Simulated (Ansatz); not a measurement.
**UMP2/6-31G(d) (spherical functions) run of CH4ClGeO (SMILES [CH3][Ge]([OH])[Cl])**

Aim: the energy change on altering one bond length of CH4ClGeO at UMP2/6-31G* (spherical functions), from 2 runs. 

Program for the calculation: Ansatz 0.2.0.

122 further runs of the same task are left out: 122 set aside as unsound or not needed.

### Step 1. The molecule

The species is CH4ClGeO (8 atoms), meant as a doublet with charge 0. As SMILES, `[CH3][Ge]([OH])[Cl]`. Geometry: relaxed at PBE0-D4/def2-TZVP. This is one conformer, not always the lowest.

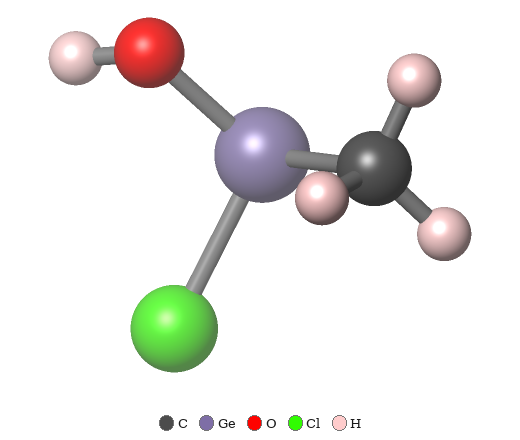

The structure, seen from a chosen angle (carbon dark grey, germanium purple, oxygen red, chlorine green, hydrogen pink).

### Step 2. The energy at UMP2/6-31G(d) (spherical functions)

Input file run.yaml:

```yaml
crystal:
  periodic: [false, false, false]
  atoms:
    - {symbol: C, position_ang: [0.070000, 1.235100, -0.045900]}
    - {symbol: Ge, position_ang: [-0.661500, -0.553500, 0.272700]}
    - {symbol: O, position_ang: [0.714600, -1.504600, 0.880000]}
    - {symbol: Cl, position_ang: [-1.247100, -1.432100, -1.639400]}
    - {symbol: H, position_ang: [0.419500, 1.652400, 0.898100]}
    - {symbol: H, position_ang: [0.906900, 1.122600, -0.737600]}
    - {symbol: H, position_ang: [-0.694800, 1.876200, -0.480900]}
    - {symbol: H, position_ang: [0.584600, -2.453200, 0.797100]}
basis:
  gaussian:
    orbitals: 6-31G_st_-spherical.json
magnetization:
  spin_polarized: true
  initial_magnetization: 1
accuracy: high
correlation:
  method: mp2
  frozen_orbitals: {C: 1, Cl: 5, Ge: 9, H: 0, O: 1}
```

The basis set 6-31G* is read from a file made from the Basis Set Exchange's data (not shown).

Launch:

```sh
$ ansatz run run.yaml --threads 1 --pin off --max-ram 3480MiB --events-out events.jsonl --progress --plain --runs-dir runs
```

What it wrote:

```text
Warning: RAYON_NUM_THREADS=1 ignored (pool sized by the plan → 1); use --threads N
Functional definition: HF
  name "HF"
  exchange = exact_x
  correlation = 0
1884 factors; integrals over basis functions are off by at most 7.8e-9 eV
mean field evaluation 1: about -72097.4567 eV, gradient 2.6e1 eV
mean field evaluation 2: about -72097.5038 eV, gradient 2.6e1 eV
mean field evaluation 4: about -72100.7806 eV, gradient 2.8e0 eV
mean field evaluation 8: about -72100.8805 eV, gradient 1.8e-1 eV
mean field evaluation 16: about -72100.8815 eV, gradient 2.4e-8 eV
mean field -72100.88149579 eV, -2649.6585232375 hartree, gradient 6.5e-8 eV, S^2 0.757069; 0 other end points of the search recorded, 0 dependent functions left out
16 core orbitals not correlated: weight in the atoms' cores, before any rotation towards them, 1.000 or more for the frozen orbitals, at most 0.000 for the correlated occupied ones
reference -72100.88149579 eV, -2649.6585232375 hartree; 18, 17 occupied and 52, 53 virtual orbitals, 1884 factors
second order -18.28653497 eV of doubles, -0.00000000 eV of singles
Total energy: -72119.16803076 eV, -2650.3305410025 hartree
```

Run time: 4.8 s. Hardware: 1 thread of Arm Neoverse V2, shared host; peak memory 0.37 GiB.

### Step 3. The distorted shape, same level

Input file job.yaml:

```yaml
crystal:
  periodic: [false, false, false]
  atoms:
    - {symbol: C, position_ang: [-0.342823, 1.520425, -0.228087]}
    - {symbol: Ge, position_ang: [-1.074323, -0.268175, 0.090513]}
    - {symbol: O, position_ang: [0.714600, -1.504600, 0.880000]}
    - {symbol: Cl, position_ang: [-1.659923, -1.146775, -1.821587]}
    - {symbol: H, position_ang: [0.006677, 1.937725, 0.715913]}
    - {symbol: H, position_ang: [0.494077, 1.407925, -0.919787]}
    - {symbol: H, position_ang: [-1.107623, 2.161525, -0.663087]}
    - {symbol: H, position_ang: [0.584600, -2.453200, 0.797100]}
basis:
  gaussian:
    orbitals: 6-31G_st_-spherical.json
magnetization:
  spin_polarized: true
  initial_magnetization: 1
correlation:
  method: mp2
  frozen_orbitals: {C: 1, Cl: 5, Ge: 9, H: 0, O: 1}
accuracy: high
```

The basis set 6-31G* is read from a file made from the Basis Set Exchange's data (not shown).

Launch:

```sh
$ ansatz run job.yaml --threads 1 --pin off --max-ram 3480MiB --events-out events.jsonl --progress --plain --runs-dir runs
```

What it wrote:

```text
Warning: RAYON_NUM_THREADS=1 ignored (pool sized by the plan → 1); use --threads N
Functional definition: HF
  name "HF"
  exchange = exact_x
  correlation = 0
1856 factors; integrals over basis functions are off by at most 4.5e-9 eV
mean field evaluation 1: about -72093.9866 eV, gradient 3.1e1 eV
mean field evaluation 2: about -72094.0256 eV, gradient 3.1e1 eV
mean field evaluation 4: about -72098.8222 eV, gradient 3.3e0 eV
mean field evaluation 8: about -72099.0608 eV, gradient 7.0e-1 eV
mean field evaluation 16: about -72099.1969 eV, gradient 2.6e-1 eV
mean field evaluation 32: about -72098.9015 eV, gradient 1.5e0 eV
mean field evaluation 64: about -72099.0799 eV, gradient 6.4e-1 eV
mean field -72099.19981084 eV, -2649.5967224553 hartree, gradient 2.9e-8 eV, S^2 0.945014; 4 other end points of the search recorded, 0 dependent functions left out
16 core orbitals not correlated: weight in the atoms' cores, before any rotation towards them, 1.000 or more for the frozen orbitals, at most 0.000 for the correlated occupied ones
reference -72099.19981084 eV, -2649.5967224553 hartree; 18, 17 occupied and 52, 53 virtual orbitals, 1856 factors
second order -17.92036029 eV of doubles, -0.00000000 eV of singles
Total energy: -72117.12017113 eV, -2650.2552835491 hartree
```

Run time: 9.6 s. Hardware: 1 thread of Arm Neoverse V2, shared host; peak memory 0.52 GiB.

### Step 4. Outcome

At UMP2/6-31G* (spherical functions), 16 core orbitals frozen:

| quantity | value |
| --- | --- |
| first shape: total energy | -2650.33054 Eh |
| first shape: correlation energy (16 core orbitals frozen) | -672.0 mEh |
| first shape: ⟨S²⟩ of the reference determinant | 0.757 |
| distorted shape: total energy | -2650.25528 Eh |
| distorted shape: correlation energy (16 core orbitals frozen) | -658.6 mEh |
| distorted shape: ⟨S²⟩ of the reference determinant | 0.945 |
| energy change with the Ge2–O3 bond stretched from 1.780 to 2.313 Å | 2.048 eV |

**Reading.** With the Ge2–O3 bond stretched from 1.780 to 2.313 Å the energy rises by 2.05 eV (47 kcal/mol). The first shape isn't relaxed at this level, so the change isn't measured from a minimum. ⟨S²⟩ (distorted shape) is 0.95 where a pure doublet has 0.75: the reference is spin-contaminated.
